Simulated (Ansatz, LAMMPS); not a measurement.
# Amorphous Si at 2.45 g/cm^3 (80 atoms), relaxed: functionals compared

Which bonds does the relaxation leave, and how do the Kohn-Sham gap, forces and pressure change with functional?

Calculated with Ansatz 0.2.0: Kohn-Sham DFT, PBE, PAW (set soft_2), plane waves; cutoff 420 eV, Γ point, fermi-dirac smearing of 0.025 eV.

In doubt: the hybrid run may have settled on a false gap or state (Ansatz), so the values of those runs are not to be relied on; a hybrid run on one k-point (Ansatz), which bears on gaps, levels and energies.

**The cell**

Density at the start: 2.45 g/cm³. The cell holds 80 atoms: 80 Si. Its edges and angles: a = 11.505 Å, b = 11.505 Å, c = 11.505 Å, α = 90.0°, β = 90.0°, γ = 90.0°. 80 atoms (80 Si) placed at random at 2.45 g/cm³, melted at 2500 K for 10 ps at fixed volume with the modified Tersoff potential (Kumagai, Izumi, Hara and Sakai, Comput. Mater. Sci. 39, 457 (2007)). Quenched from 2500 K to 300 K at 10 K/ps and fixed volume, annealed at 800 K for 20 ps, held 5 ps, then minimised at fixed cell.

The atoms were relaxed with PBE. The walk converged after 23 steps, with a largest force component of 0.0199 eV/Å; it began at an r.m.s. force component of 0.22 eV/Å. The energy fell by 27.4 meV an atom.

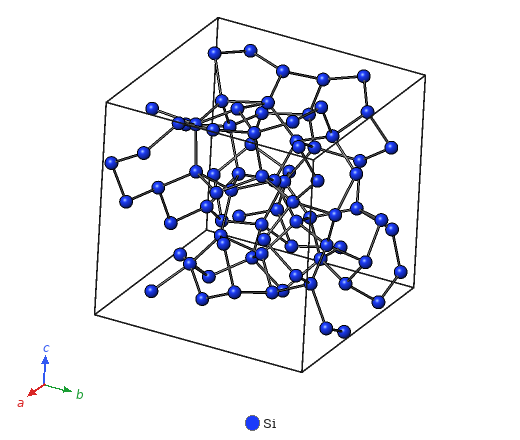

The relaxed cell.

The input of the reference single point:

```yaml
crystal:
  lattice:
    - [11.5049, 0.0, 0.0]
    - [0.0, 11.5049, 0.0]
    - [0.0, 0.0, 11.5049]
  atoms:
    - { symbol: Si, position: [0.27217, 0.68841, 0.15939] }
    - { symbol: Si, position: [0.70435, 0.74026, 0.99109] }
    - { symbol: Si, position: [0.15154, 0.48548, 0.116] }
    - { symbol: Si, position: [0.03527, 0.39643, 0.3965] }
    [... 74 atom lines left out ...]
    - { symbol: Si, position: [0.36465, 0.32402, 0.49757] }
    - { symbol: Si, position: [0.49875, 0.76761, 0.98499] }
kpoints:
  mp_grid: { grid: [1, 1, 1] }
hamiltonian:
  xc: pbe
scf:
  occupations: { method: fermi_dirac, width: 0.025 }
output:
  forces: true
  stress: true
  populations: true
  dos:
    method: { smearing: { sigma: 0.08 } }
    de: 0.05
    projected: { site_lists: { Si: [Si] } }
  eigenvalues: true
  write_density: true
  write_potential: true
  volumetric_format: npy
```

**Bonds after relaxation**

Bonds by pair of elements; cutoffs follow the first minimum of g(r), held within bounds set by covalent radii, and pairs that aren't listed don't count as bonded:

| pair A-B | cutoff (Å) | bonds | mean length (Å) | spread (Å) | shortest (Å) | B about A | A about B |
| --- | --- | --- | --- | --- | --- | --- | --- |
| Si-Si | 2.73 | 165 | 2.38 | 0.065 | 2.29 | 4.12 | 4.12 |

How many atoms have how many bonded neighbours:

| element | mean | 4 | 5 | 6 |
| --- | --- | --- | --- | --- |
| Si | 4.12 | 71 | 8 | 1 |

**Levels of theory**

Single points at the relaxed geometry:

| functional | k-mesh | Kohn-Sham gap (eV) | pressure (GPa) | r.m.s. force component (eV/Å) | SCF cycles | time |
| --- | --- | --- | --- | --- | --- | --- |
| PBE | 1×1×1 | 0.247 | 3.15 | 0.005 | 11 | 21 s |
| r2SCAN | 1×1×1 | 0.281 | 2.15 | 0.067 | 11 | 54 s |
| PBEsol | 1×1×1 | 0.242 | 1.13 | 0.016 | 11 | 14 s |

The gap is that between the highest filled and lowest empty Kohn-Sham level on the run's k-points. Cutoffs: 420 eV for PBE and PBEsol; 500 eV for r2SCAN. Times come from shared hosts and are rough.

**Findings**

By these cutoffs 89 % of Si atoms have 4 neighbours. The Kohn-Sham gap is 0.25 eV with PBE on the 1×1×1 mesh. On the reference's mesh the gap changes with r2SCAN by +0.03 eV and PBEsol by under 0.01 eV. Against the reference the pressure changes with r2SCAN by -1.0 GPa and PBEsol by -2.0 GPa; a negative change means a smaller volume than PBE would take.

Limits: 1 converged run is left out of the tables as doubtful: HSE06 on 1×1×1 (the hybrid may have settled on a false gap or state). All single points share the geometry relaxed with PBE. The density was set when the cell was made, as one point of a scan, and needn't be that of the real material. One sample; tail or defect levels can set the gap of a disordered cell. The quench rate of 10 K/ps is many orders above laboratory rates, so the cell is likely richer in defects and strain than a real sample. The network of bonds at the start is that of the classical potential that made the cell, and needn't be the one that DFT or experiment would give.

[Logs are printed without paths, hosts, clocks, repeated set-up lines and the standing remarks that a program may print on its own settings, such as how far it seeks lower states.]

[Hosts, paths, dates, database ids (printed as entryN), source tags and the programs' standing remarks are cut or masked in the printed files.]
